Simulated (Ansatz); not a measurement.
A series of calculations on SiNH5OF

## 1. Relaxation

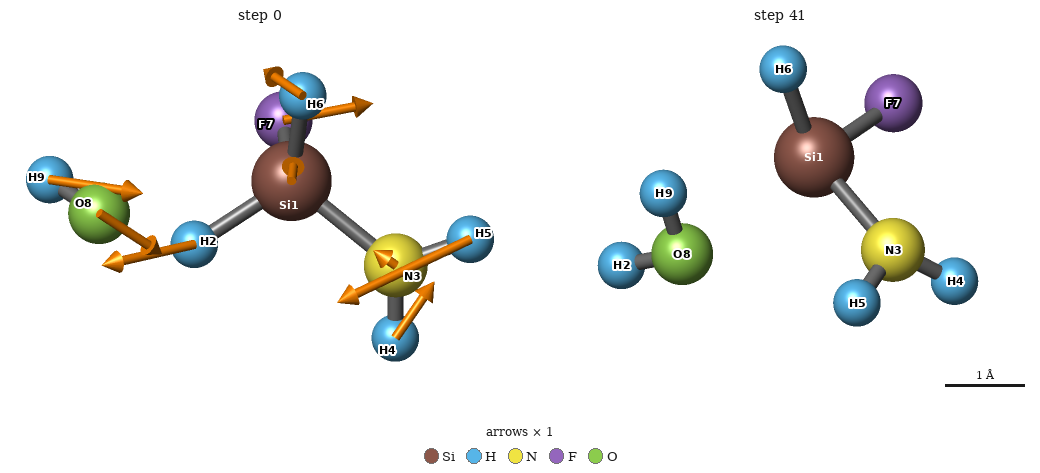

The structure of SiNH5OF (multiplicity 2) before (left) and after (right) a relaxation, at one scale. The orange arrows give the displacements, at their true length.

Style: ball-and-stick. Shown at a tilt.

The run prepares an end point of a later path (reaction) calculation, from a guessed geometry.

All numbers below come from Ansatz 0.2.0, UKS PBE0/def2-SVP. (collinear spin; force threshold 0.03 eV/Å; at most 50 steps)

Question: Summarise the run.

Answer: The largest move after the best rigid fit is that of H5, 1.95 Å. Largest moves by element: H 1.95 Å, F 1.18 Å, O 1.11 Å, Si 0.61 Å, N 0.36 Å. Near-neighbour distances that change, for instance: Si1–H2 1.473 → 3.084 Å, H2–O8 2.211 → 0.964 Å, Si1–H6 1.484 → 1.509 Å, Si1–N3 1.705 → 1.725 Å. New bonds form, among them: H2–O8 (2.21 → 0.96 Å). Bonds break, among them: Si1–H2 (1.47 → 3.08 Å). Among the angles between lasting bonds that change: N3–Si1–F7 114.6° → 103.5°, Si1–N3–H5 122.1° → 117.4°, Si1–N3–H4 122.0° → 118.8°. After 36 accepted moves (41 points after the start) the energy has fallen by 114.9 kJ/mol. The largest force component goes from 0.33 to 0.022 eV/Å. The line search rejected the trial steps at points 5, 8, 16, 36, 40 of the run. The run took 2 min on 2 threads of Arm Neoverse V2 (shared host), peak memory 0.23 GiB.

Limits of the set-up: the start holds two separate molecules, 2.2 Å apart at their closest, whose relative position is a soft coordinate and is computed without a dispersion correction.

## 2. Relaxation

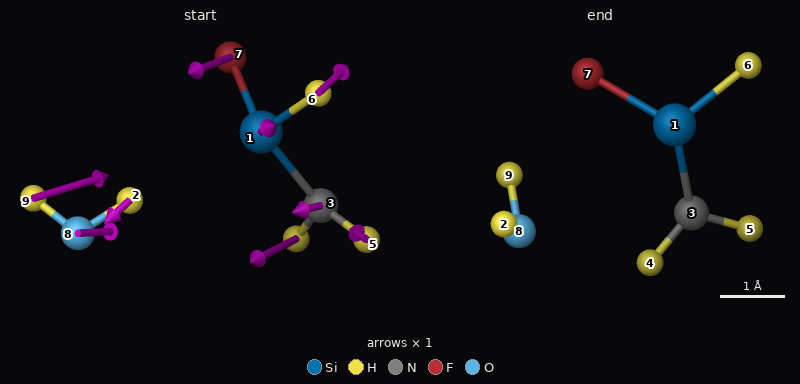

The structure of SiNH$_{5}$OF (multiplicity 2) before (left) and after (right) a relaxation, at one scale. The purple arrows give the displacements, at their true length.

Style: ball-and-stick. Shown at a tilt.

The run prepares an end point of a later path (reaction) calculation, from a guessed geometry.

Theory: Ansatz, UKS PBE0/def2-SVP. Set-up: collinear spin; force threshold 0.03 eV/Å; at most 50 steps.

**Summarise the run.**

Over 24 accepted moves (26 points after the start) the energy falls by 0.347 eV. The largest force component goes from 0.78 to 0.016 eV/Å. The line search rejected the trial steps at points 7, 15 of the run. The largest move after the best rigid fit is that of H9, 1.56 Å. By element the largest moves are H 1.56 Å, F 1.22 Å, O 1.15 Å, N 0.59 Å, Si 0.52 Å. Among the contacts that change: Si1–F7 1.633 → 1.657 Å, H2–O8 0.985 → 0.963 Å, Si1–N3 1.716 → 1.709 Å. Among the angles between lasting bonds that change: Si1–N3–H5 119.6° → 122.8°, Si1–N3–H4 121.7° → 118.5°, H4–N3–H5 111.7° → 114.6°. Cost: 74 s on 2 threads of Arm Neoverse V2, with other jobs on the host, peak memory 0.21 GiB.

Limits of the set-up: the start holds two separate molecules, 2.7 Å apart at their closest, whose relative position is a soft coordinate and is computed without a dispersion correction.

## 3. Path

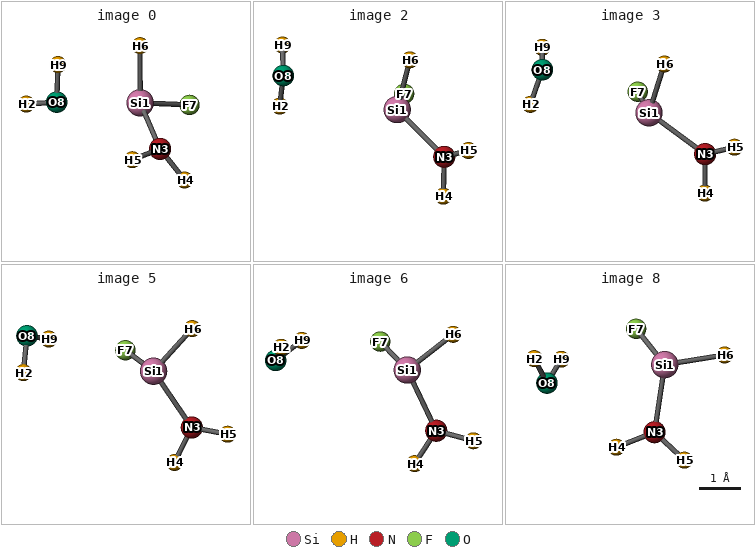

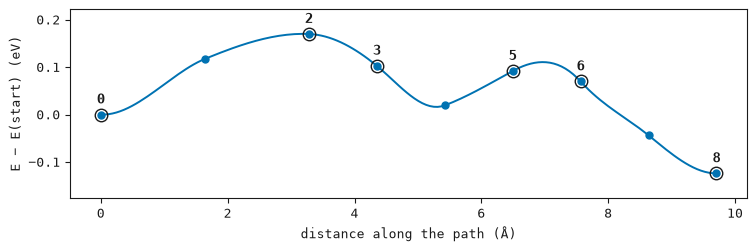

A search for the minimum-energy path of SiNH$_{5}$OF (multiplicity 2), made up at the start of SiNH3F and H₂O by the nudged elastic band. Images are numbered from 0 (start) to 8 (end). Style: ball-and-stick. Shown at a tilt.

Method: UKS PBE0/def2-SVP (Ansatz). Settings: 7 movable images; climbing image; force threshold 0.05 eV/Å; iteration limit 52; starting path through a guess of the saddle point.

**What happens along the path, and what is the barrier?**

The highest point, image 2, lies 0.170 eV above the start and 0.294 eV above the end; the end is at −0.124 eV relative to the start. The profile has 2 maxima (images 2, 5) with a dip at image 4 (+0.019 eV), so the process runs in steps. The path has more than one stage, and so few images may leave a stage unresolved. No bond forms or breaks between the ends. Bond angles that change up to the highest image, for instance: N3–Si1–F7 103.5° → 111.2°, N3–Si1–H6 111.9° → 105.5°. The band converged in 33 iterations. The largest component of the band force went from 73 to 0.049 eV/Å. The climbing image converged on the top of the path. Its vibrational analysis gives one imaginary mode (56i cm⁻¹), as a transition state must have.

Limits of the set-up: the start holds two separate molecules, 2.3 Å apart at their closest, whose relative position is a soft coordinate and is computed without a dispersion correction.

Cost: 8.7 min on 2 threads of Arm Neoverse V2 (shared host), peak memory 0.22 GiB.
